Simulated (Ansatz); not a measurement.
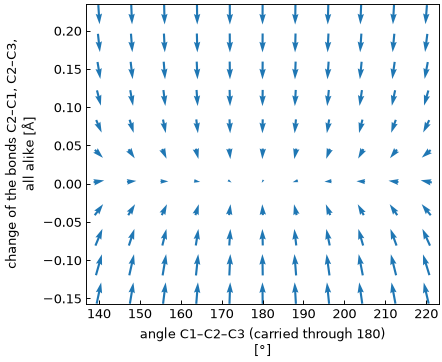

C3H2F, SMILES [CH+]=C=CF, charge +1. 
- First axis: angle C1–C2–C3 (carried through 180). Second axis: change of the bonds C2–C1, C2–C3, all alike.
- Nothing is relaxed (all other coordinates rigid).
- The grid has 11 × 11 points.
- Points are written as (first, second).
- These are results of RKS wB97M-V/def2-SVP in Ansatz, not measurements.

The picture shows arrows along the force (downhill), their lengths compressed.

Q: The arrows alone are given. Where is the energy lowest?

A: The arrows converge at about (178°, 0.000 Å) (read from the interpolated surface).

The energy map of the same scan:

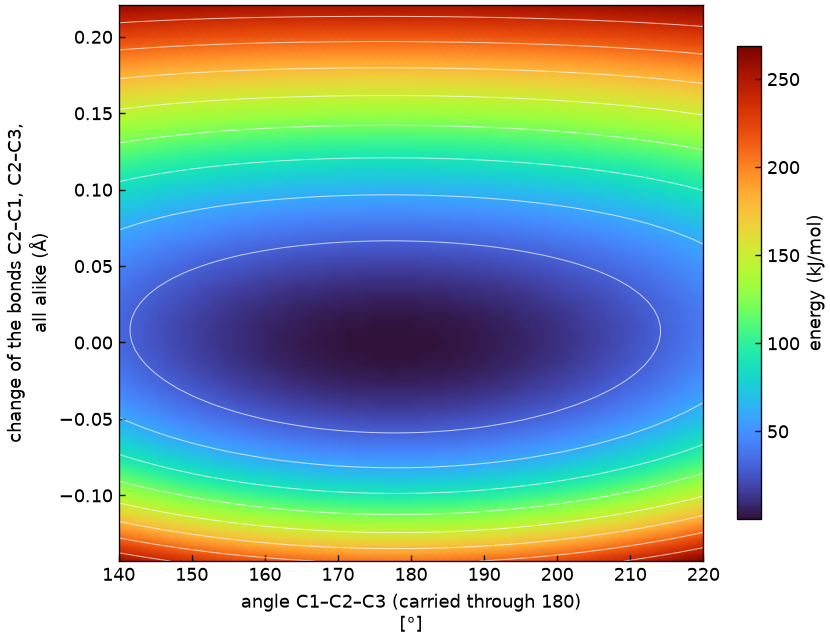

Energies are in kJ/mol, from the relaxed molecule at the same level; between grid points the surface is interpolated.
